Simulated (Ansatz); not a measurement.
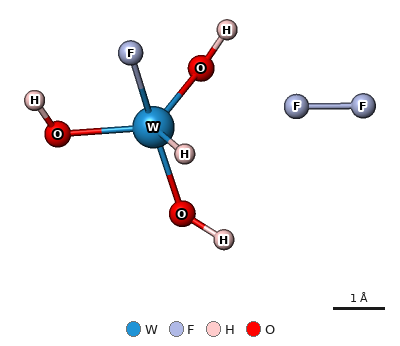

WH$_{4}$O$_{3}$F$_{3}$ (multiplicity 2), before the relaxation. The picture is a ball-and-stick view, seen face on.

The run prepares an end point of a later path (reaction) calculation, from a guessed geometry.

Level of theory: UKS PBE/def2-SVP in Ansatz.

The input:
```yaml
crystal:
  periodic: [false, false, false]
  atoms:
    - { symbol: W, position_ang: [-0.223138, -0.152011, -0.396383] }
    - { symbol: F, position_ang: [0.189215, 0.050789, 2.613305] }
    - { symbol: F, position_ang: [1.6781, 0.208756, -0.486578] }
    - { symbol: H, position_ang: [-0.072071, 1.278219, 0.524527] }
    - { symbol: O, position_ang: [-2.055364, 0.118372, -0.057411] }
    - { symbol: H, position_ang: [-2.567808, 0.337934, 0.743828] }
    - { symbol: O, position_ang: [0.088459, -1.887735, 0.30776] }
    - { symbol: H, position_ang: [0.828163, -2.064491, 0.922661] }
    - { symbol: O, position_ang: [-0.066179, 0.206539, -2.249692] }
    - { symbol: H, position_ang: [0.849756, 0.440573, -2.529115] }
    - { symbol: F, position_ang: [-0.106834, -0.367946, 3.845998] }
magnetization:
  spin_polarized: true
  initial_magnetization: 1
basis:
  gaussian: { orbitals: def2-SVP }
hamiltonian:
  xc: pbe
relax:
  f_tol: 0.03
  max_steps: 50
```

Launched with:
```bash
ansatz run input.yaml --threads 4 --pin off --max-ram 5120MiB --backend cpu --events-out ev --progress --plain --runs-dir out
```

**Where does the relaxation end?**

After 31 accepted moves (34 points after the start) the energy has fallen by 124.7 kcal/mol. Largest force component: 5.5 eV/Å at the start, 0.0084 eV/Å at the end. The line search rejected the trial steps at points 5, 30, 33 of the run. The largest moves after the best rigid fit, 2.00 Å, are those of H4 and F11. By element the largest moves are H 2.00 Å, F 1.99 Å, O 0.72 Å, W 0.65 Å. Among the contacts that change: H8–F11 3.507 → 0.944 Å, F2–F11 1.335 → 3.239 Å, W1–H4 1.708 → 3.355 Å, W1–F2 3.045 → 1.883 Å. New bonds form, among them: H8–F11 (3.51 → 0.94 Å), W1–F2 (3.04 → 1.88 Å). Bonds break, among them: F2–F11 (1.34 → 3.24 Å), O7–H8 (0.98 → 1.81 Å), W1–H4 (1.71 → 3.35 Å). Among the angles between lasting bonds that change: O5–W1–O9 103.3° → 87.7°, O7–W1–O9 121.5° → 108.5°, F3–W1–O7 91.5° → 100.5°.

The structure at the end:

```xyz
11

W     0.1474   -0.2342    0.1351
F     0.5211    0.7805    1.6771
F     1.8431    0.4079   -0.4238
H    -0.3271    3.0464   -0.3824
O    -1.6908   -0.1823    0.4873
H    -2.4144    0.4664    0.4324
O     0.5074   -1.8996    0.3751
H     0.0600   -2.3885    2.0634
O    -0.2776    0.0358   -1.7096
H     0.4648    0.2457   -2.3097
F    -0.2916   -2.1090    2.8939
```

The end point in the same view:

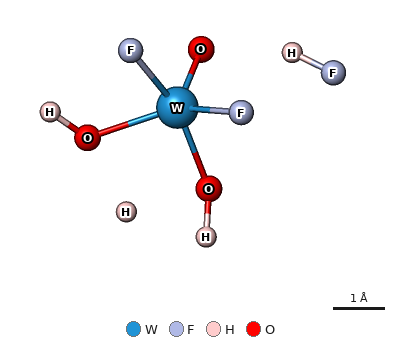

Limits of the set-up: the start holds two separate molecules, 2.4 Å apart at their closest, whose relative position is a soft coordinate and is computed without a dispersion correction.
